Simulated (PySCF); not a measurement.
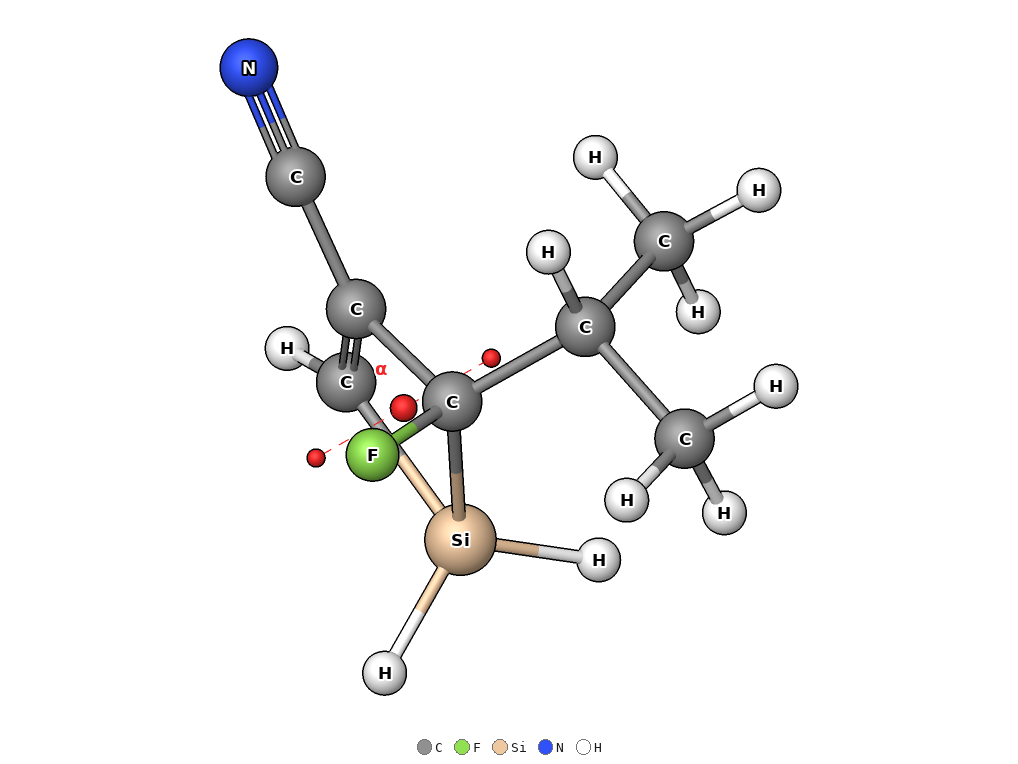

The small points mark where nucleus-independent chemical shifts (NICS) were computed: at the centre of each lettered ring and 1 Å above and below it. The geometry was computed by an optimisation with GFN2-xTB. No frequency run is at hand to confirm it as a minimum. Method: GIAO PBE0/pcSseg-1 NMR shielding, non-relativistic, gas phase (PySCF 2.14.0).

Give NICS(0), NICS(1) and the out-of-plane component NICS(1)zz for each ring (means of the two sides).

```json
{"ring": "α", "members": "C3Si", "NICS(0)": "0.1", "NICS(1)": "−3.3", "NICS(1)zz": "0.9"}
```

Values in ppm.

The geometry is semi-empirical. Around Si such bond lengths and angles can be off by a tenth of an ångström or more and by several degrees, and values that hang on the shape move with them.
